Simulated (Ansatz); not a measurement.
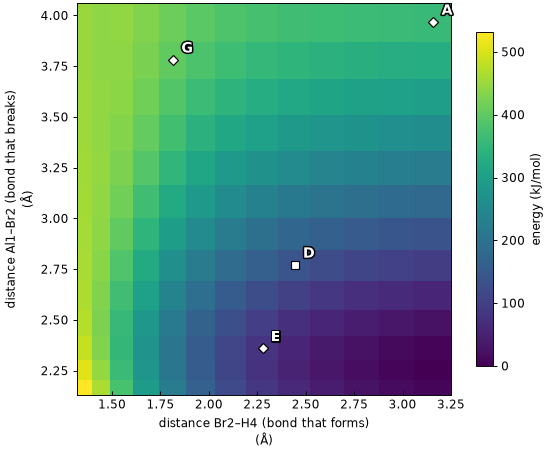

The reacting system AlBrH3N. The first coordinate is: distance Br2–H4 (bond that forms); the second: distance Al1–Br2 (bond that breaks). Relaxed at each point: all other coordinates. Grid: 13 × 13 points. Points are written as (first, second). Energies are in kJ/mol, from the lowest grid point. The reference is spin-restricted, so regions where a bond is pulled apart into radicals lie too high. All numbers below come from RHF/def2-SVP in Ansatz 0.2.0.

The picture shows one coloured cell a grid point, lettered points.

**What kind of point is each of D, E, G: minimum, saddle, maximum or slope?**

D: on a slope; E: on a slope; G: on a slope. (In these two coordinates alone; a stationary point may lie a little off the grid point.)

**Rank the lettered points by energy, lowest first.**

E (79 kJ/mol), D (137 kJ/mol), A (358 kJ/mol), G (401 kJ/mol).
